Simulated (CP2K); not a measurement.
Consider trifluoromethylacetonitrile at its PBE geometry (Å).

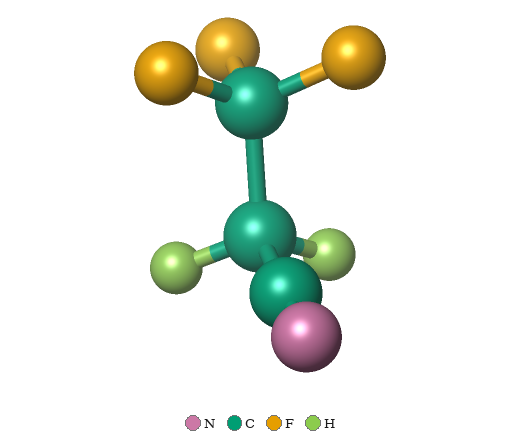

The molecule (nitrogen pink, carbon teal, fluorine orange, hydrogen green).

```xyz
9

N     2.4962   -0.8178    0.2152
C     1.5361   -0.1764    0.0834
C     0.3119    0.5976   -0.0806
C    -0.9212   -0.3026    0.0102
F    -0.9956   -0.9204    1.2116
F    -2.0617    0.4240   -0.1417
F    -0.9063   -1.2692   -0.9435
H     0.3053    1.1004   -1.0574
H     0.2352    1.3644    0.7028
```

Method: CP2K XAS_TDP, all-electron GAPW, PBEh(45%), aug-cc-pVDZ, TDA, GW2X-corrected core level, no relativity.

Where do the C K-edge lines lie, and how strong are they?

Leading lines: C2 289.21 eV, C3 291.68 eV and C4 297.14 eV. The leading line of an atom is its first one with 35 % of the strongest within 2.5 eV of its lowest line over the strength cut. Core ionisation energies at this level: C3 295.08, C4 300.92 and C2 294.64 eV.

The first six lines of each atom with a strength over 0.0015:

```csv
atom,energy (eV),states,"strength, one atom",above the computed threshold
C2 (bonded to C and N),289.21,1,0.0508,
,289.35,1,0.0545,
,293.75,1,0.0057,
,293.95,1,0.0022,
,294.18,1,0.0073,
,294.64,1,0.0023,yes
C3 (bonded to 2 C and 2 H),291.68,1,0.0125,
,292.03,1,0.0147,
,293.41,1,0.0311,
,293.43,1,0.0156,
,294.26,1,0.0053,
,294.42,1,0.0042,
C4 (bonded to C and 3 F),297.14,1,0.0768,
,297.37,1,0.0849,
,298.17,1,0.0522,
,298.97,1,0.0024,
,299.75,1,0.0155,
,300.72,1,0.0146,
```

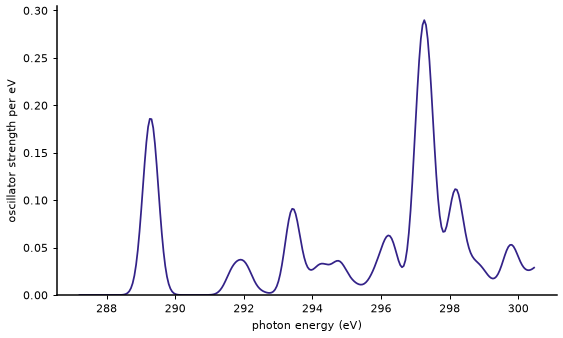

All atoms added, broadened by 0.5 eV.

Lines are vertical, at one geometry, with no vibrational structure. GW2X ionisation energies and lines can be off by 1 to 2 eV either way, and a good line position may hide errors that cancel. These values hold no scalar relativity, about 0.1 eV for C 1s. Rydberg lines, and the discretised continuum above threshold, depend on the basis and the box.

[Banner, clock and machine lines of the logs are left out without a mark of their own.]

[Logs are printed without paths, hosts, clocks, repeated set-up lines and the standing remarks that a program may print on its own settings, such as how far it seeks lower states.]

[Hosts, paths, dates, database ids (printed as entryN), source tags and the programs' standing remarks are cut or masked in the printed files.]
